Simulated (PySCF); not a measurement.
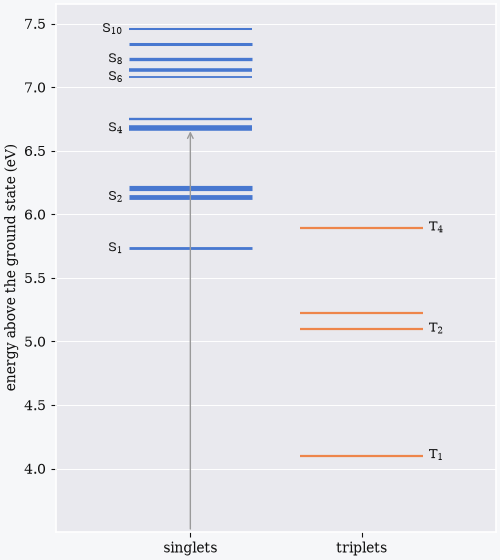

State diagram of C₃H₉AsSi, SMILES C=CC[AsH][SiH3]. Vertical TDDFT excitations, CAM-B3LYP/def2-SVPD in PySCF 2.14.0, at a PBE0-D3(BJ)/def2-SVP geometry (no frequency check), gas phase. Triplets in the Tamm-Dancoff approximation; only the lowest 10 singlets and 4 triplets were computed. Thicker singlet lines are brighter; the arrow marks the brightest. S0, at zero, lies below the range drawn.

Q: How many of the triplet levels drawn lie below S1?

A: 3 of 4 (T1 4.10 eV, T2 5.10 eV, T3 5.22 eV, T4 5.89 eV; S1 5.73 eV).

Q: What are the energy, strength and character of the state that the arrow marks?

A: S4 at 6.67 eV (186 nm), f = 0.198, mixed, the largest part being HOMO−1 → LUMO (44 %).

Q: What is the vertical gap between S1 and T1?

A: 1.63 eV: S1 at 5.73 eV, T1 at 4.10 eV.

Caveats: one conformer of a flexible molecule; core orbitals are frozen in the response.
